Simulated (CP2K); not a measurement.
# SnHClOF2 (SMILES [OH][Sn]([F])([F])[Cl]) at GFN2-xTB

What is the energy change on altering one bond length of SnHClOF2 at GFN2-xTB? 

The results are computed with CP2K 2026.2.

8 further runs of the same task are left out: 3 that didn't finish, 5 set aside as unsound or not needed. Runs told in other sessions of the task aren't counted.

## (1) The system as given

SnHClOF2: 6 atoms, total charge 0, spin state singlet. As SMILES, `[OH][Sn]([F])([F])[Cl]`. The coordinates come from a PBE0-D4/def2-TZVP relaxation. This is one conformer, not always the lowest.

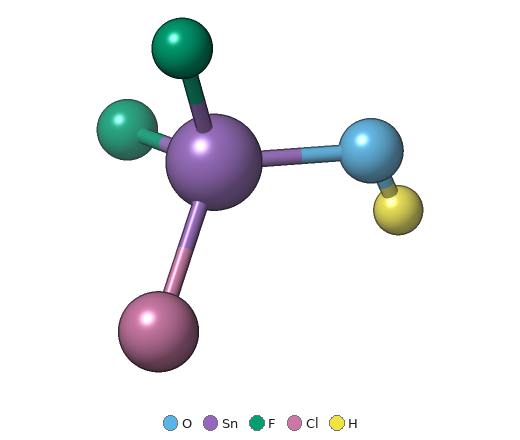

Viewed from a chosen angle; oxygen blue, tin purple, fluorine teal, chlorine pink, hydrogen yellow.

## (2) The energy at GFN2-xTB

The input, gas.inp:

```
&GLOBAL
 PROJECT_NAME gas
 RUN_TYPE ENERGY
 PRINT_LEVEL MEDIUM
&END GLOBAL

&FORCE_EVAL
 METHOD Quickstep
 &DFT
  CHARGE 0
  MULTIPLICITY 1
  &QS
   METHOD XTB
   EPS_DEFAULT 1.0E-10
   &XTB
    GFN_TYPE TBLITE
    &TBLITE
     METHOD GFN2
    &END TBLITE
    CHECK_ATOMIC_CHARGES F
   &END XTB
  &END QS
  &POISSON
   PERIODIC NONE
   POISSON_SOLVER ANALYTIC
  &END POISSON
  &SCF
   SCF_GUESS ATOMIC
   EPS_SCF 1.0E-07
   MAX_SCF 150
   ADDED_MOS 8
   &DIAGONALIZATION
    ALGORITHM STANDARD
   &END DIAGONALIZATION
   &MIXING
    METHOD DIRECT_P_MIXING
    ALPHA 0.4
   &END MIXING
   &SMEAR ON
    METHOD FERMI_DIRAC
    ELECTRONIC_TEMPERATURE [K] 300
   &END SMEAR
  &END SCF
  &PRINT
   &MOMENTS
    PERIODIC F
    REFERENCE COM
    MAX_MOMENT 1
   &END MOMENTS
   &MO ON
    ENERGIES T
    OCCUPATION_NUMBERS T
    NDIGITS 6
    &EACH
     QS_SCF 0
    &END EACH
    ADD_LAST NUMERIC
   &END MO
   &HIRSHFELD OFF
   &END HIRSHFELD
  &END PRINT
 &END DFT
 &SUBSYS
  &CELL
   ABC [angstrom] 19.3 19.1 19.2
   PERIODIC NONE
  &END CELL
  &COORD
   O     -0.464000     0.283900     1.476300
   Sn     0.252400    -0.175700    -0.247500
   F      1.982500    -0.856500     0.056700
   F     -0.743300    -1.587100    -1.019700
   Cl     0.329400     1.540600    -1.744400
   H     -1.315000     0.730600     1.432500
  &END COORD
  &TOPOLOGY
   &CENTER_COORDINATES
   &END CENTER_COORDINATES
  &END TOPOLOGY
 &END SUBSYS
&END FORCE_EVAL
```

The run is started by

```bash
OMP_NUM_THREADS=1 cp2k.psmp gas.inp > gas.out
```

Standard output:

```text
CP2K| version string:                                       CP2K version 2026.2
[...]
 GLOBAL| Method name                                                        CP2K
[...]
 GLOBAL| Run type                                                         ENERGY
[...]
                             - Atoms:                                          6
[...]
                             - Spherical basis functions:                     31
[...]
 Number of electrons:                                                         32
[...]
  *** SCF run converged in    30 steps ***
[...]
  Fermi energy:                                                -0.38075411477179
[...]
 TB_DIPOLE| Moment [Debye]         -1.83661623       2.62843407       0.12918248
 TB_DIPOLE| Derivative [a.u.]       0.00000000       0.00000000       0.00000000
[...]
 ENERGY| Total FORCE_EVAL ( QS ) energy [hartree]            -20.764069704656738
[...]
```

Wall time 0.3 s (1 thread of Arm Neoverse V1, shared host).

## (3) The distorted shape

The input, calc.inp:

```
&FORCE_EVAL
  METHOD Quickstep
  &DFT
    # Quickstep
    &QS
      METHOD XTB
      EPS_DEFAULT 1.0E-10
      &XTB
        GFN_TYPE TBLITE
        &TBLITE
          METHOD GFN2
        &END TBLITE
        CHECK_ATOMIC_CHARGES F
      &END XTB
    &END QS
    &POISSON
      PERIODIC NONE
      POISSON_SOLVER ANALYTIC
    &END POISSON
    &SCF
      SCF_GUESS ATOMIC
      EPS_SCF 1.0E-07
      MAX_SCF 150
      ADDED_MOS 8
      &DIAGONALIZATION
        ALGORITHM STANDARD
      &END DIAGONALIZATION
      &MIXING
        METHOD DIRECT_P_MIXING
        ALPHA 0.4
      &END MIXING
      &SMEAR ON
        METHOD FERMI_DIRAC
        ELECTRONIC_TEMPERATURE [K] 300
      &END SMEAR
    &END SCF
    # extra output
    &PRINT
      &MOMENTS
        PERIODIC F
        REFERENCE COM
        MAX_MOMENT 1
      &END MOMENTS
      &MO ON
        ENERGIES T
        OCCUPATION_NUMBERS T
        NDIGITS 6
        &EACH
          QS_SCF 0
        &END EACH
        ADD_LAST NUMERIC
      &END MO
      &HIRSHFELD OFF
      &END HIRSHFELD
    &END PRINT
  &END DFT
  &SUBSYS
    # box in angstrom
    &CELL
      ABC 20 19.1 19.2
      PERIODIC NONE
    &END CELL
    &COORD
      O      0.216798    -0.073459     1.511340
      Sn     0.933198    -0.533059    -0.212460
      F      2.663298    -1.213859     0.091740
      F     -0.062502    -1.944459    -0.984660
      Cl     1.010198     1.183241    -1.709360
      H     -1.315000     0.730600     1.432500
    &END COORD
    &TOPOLOGY
      &CENTER_COORDINATES
      &END CENTER_COORDINATES
    &END TOPOLOGY
  &END SUBSYS
&END FORCE_EVAL
&GLOBAL
  PROJECT_NAME calc
  RUN_TYPE ENERGY
  PRINT_LEVEL MEDIUM
&END GLOBAL
```

The run is started by

```bash
OMP_NUM_THREADS=1 cp2k.psmp -i calc.inp > calc.out 2>&1
```

Standard output:

```text
CP2K| version string:                                       CP2K version 2026.2
[...]
 GLOBAL| Method name                                                        CP2K
[...]
 GLOBAL| Run type                                                         ENERGY
[...]
                             - Atoms:                                          6
[...]
                             - Spherical basis functions:                     31
[...]
 Number of electrons:                                                         32
[...]
  *** SCF run converged in    29 steps ***
[...]
  Fermi energy:                                                -0.43473468979627
[...]
 TB_DIPOLE| Moment [Debye]         -3.42119822       3.27641844       1.19788387
 TB_DIPOLE| Derivative [a.u.]       0.00000000       0.00000000       0.00000000
[...]
 ENERGY| Total FORCE_EVAL ( QS ) energy [hartree]            -20.646513655401151
[...]
```

Wall time 0.28 s (1 thread of Arm Neoverse V1, shared host).

## (4) Outcome

Level: GFN2-xTB.

| quantity | value |
| --- | --- |
| first shape: total energy | -20.76407 Eh |
| first shape: dipole moment (from atomic charges alone) | 3.21 D |
| first shape: HOMO energy | -13.18 eV |
| first shape: LUMO energy | -9.48 eV |
| first shape: HOMO–LUMO gap | 3.70 eV |
| first shape: dispersion energy | -10.08 kJ/mol |
| distorted shape: total energy | -20.64651 Eh |
| distorted shape: dipole moment (from atomic charges alone) | 4.89 D |
| distorted shape: HOMO energy | -12.87 eV |
| distorted shape: LUMO energy | -10.95 eV |
| distorted shape: HOMO–LUMO gap | 1.92 eV |
| distorted shape: dispersion energy | -10.33 kJ/mol |
| energy change with the O1–H6 bond stretched from 0.962 to 1.732 Å | 3.199 eV |

What this shows: One bond (distorted shape) is far stretched, which a spin-restricted single reference describes badly. With the O1–H6 bond stretched from 0.962 to 1.732 Å the energy rises by 3.20 eV (74 kcal/mol). The first shape isn't relaxed at this level, so the change isn't measured from a minimum. A restricted reference can't describe the breaking bond well at this length. The dipole (first shape) comes from point charges on the atoms alone, without atomic dipoles, so it is partial. The dipole (distorted shape) comes from point charges on the atoms alone, without atomic dipoles, so it is partial.
